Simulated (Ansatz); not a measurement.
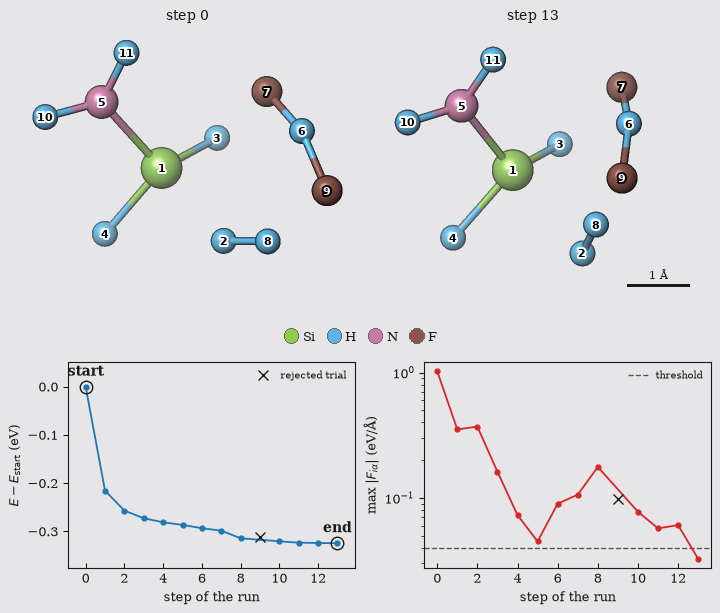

First and last geometry of a constrained relaxation of SiNH₇F₂, with the history of the run. The picture is a ball-and-stick view, seen at a tilt.

The reaction that was planned forms Si1–F7, H6–F9, H2–H8 and breaks Si1–H2, H6–F7, H8–F9 (atoms numbered from 1 in input order).

Method: RKS PBE0-D4/def2-SVP in Ansatz. (held fixed: the distance between atoms 1 (Si) and 7 (F), the distance between atoms 6 (H) and 9 (F), the distance between atoms 2 (H) and 8 (H), the distance between atoms 1 (Si) and 2 (H), the distance between atoms 6 (H) and 7 (F), the distance between atoms 8 (H) and 9 (F), counting from 1; force threshold 0.04 eV/Å; at most 150 steps)

Question: Read the history and describe the run.

Answer: It converged. The atom that moves furthest after the best rigid fit is F9 (0.87 Å). By element the largest moves are F 0.87 Å, H 0.49 Å, N 0.30 Å, Si 0.11 Å. Near-neighbour distances that change, for instance: Si1–H8 2.680 → 2.162 Å, Si1–H3 1.443 → 1.474 Å, Si1–H4 1.467 → 1.491 Å, Si1–N5 1.692 → 1.682 Å. Among the angles between lasting bonds that change: H3–Si1–N5 121.0° → 125.1°, H3–Si1–H4 115.0° → 111.3°, H10–N5–H11 112.9° → 115.3°. After 12 accepted moves (13 points after the start) the energy has fallen by 0.324 eV. The largest force component goes from 1 to 0.033 eV/Å. The line search rejected the trial step at point 9 of the run. The run took 18 s on 4 threads of Arm Neoverse V2, with other jobs on the host.

```json
{"step": "0", "E − E(0), eV": "0.0000", "largest force component, eV/Å": "1.0269", "note": ""}
{"step": "1", "E − E(0), eV": "-0.2153", "largest force component, eV/Å": "0.3521", "note": ""}
{"step": "2", "E − E(0), eV": "-0.2567", "largest force component, eV/Å": "0.3705", "note": ""}
{"step": "3", "E − E(0), eV": "-0.2726", "largest force component, eV/Å": "0.1620", "note": ""}
{"step": "4", "E − E(0), eV": "-0.2809", "largest force component, eV/Å": "0.0729", "note": ""}
{"step": "5", "E − E(0), eV": "-0.2864", "largest force component, eV/Å": "0.0449", "note": ""}
{"step": "6", "E − E(0), eV": "-0.2932", "largest force component, eV/Å": "0.0899", "note": ""}
{"step": "7", "E − E(0), eV": "-0.2983", "largest force component, eV/Å": "0.1061", "note": ""}
{"step": "8", "E − E(0), eV": "-0.3141", "largest force component, eV/Å": "0.1767", "note": ""}
{"step": "9", "E − E(0), eV": "-0.3122", "largest force component, eV/Å": "0.0977", "note": "rejected"}
{"step": "10", "E − E(0), eV": "-0.3204", "largest force component, eV/Å": "0.0775", "note": ""}
{"step": "11", "E − E(0), eV": "-0.3233", "largest force component, eV/Å": "0.0572", "note": ""}
{"step": "12", "E − E(0), eV": "-0.3238", "largest force component, eV/Å": "0.0607", "note": ""}
{"step": "13", "E − E(0), eV": "-0.3245", "largest force component, eV/Å": "0.0326", "note": ""}
```
